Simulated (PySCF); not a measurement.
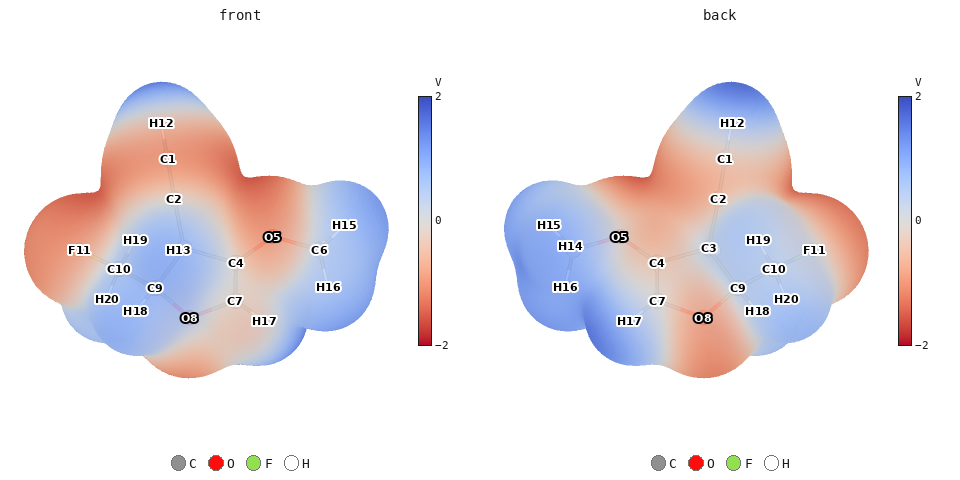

Figure 1: C₈H₉FO₂. The molecular electrostatic potential painted on the density surface at 0.002 e/bohr³, seen from the front and from behind; red is negative and blue positive.

Geometry: GFN2-xTB.

Theory: KT2/pcSseg-1, SCF density, in a dimethylsulfoxide solvent model, non-relativistic in PySCF 2.14.0.

```xyz
20

C    -0.1351    2.1385   -1.8639
C    -0.3046    1.5343   -0.8454
C    -0.4664    0.7776    0.3828
C     0.7369   -0.1144    0.6301
O     1.9581    0.4597    0.7537
C     3.0407   -0.4290    0.8879
C     0.3504   -1.3851    0.6665
O    -1.0098   -1.5583    0.5103
C    -1.6099   -0.2745    0.3523
C    -2.4325   -0.2970   -0.9376
F    -3.2731    0.7832   -0.9868
H    -0.0026    2.6887   -2.7470
H    -0.6030    1.4886    1.2042
H     3.1225   -1.0845    0.0152
H     3.9314    0.1913    0.9667
H     2.9388   -1.0441    1.7878
H     0.8996   -2.2952    0.8066
H    -2.3009   -0.1161    1.1912
H    -1.7916   -0.2554   -1.8226
H    -3.0540   -1.1977   -0.9552
```

Q: Where is the surface potential most negative and most positive?

A: The most negative region (about −1.5 V) lies over C1, C2, O5 and F11, the most positive (about +1.5 V) over H12 and H17.
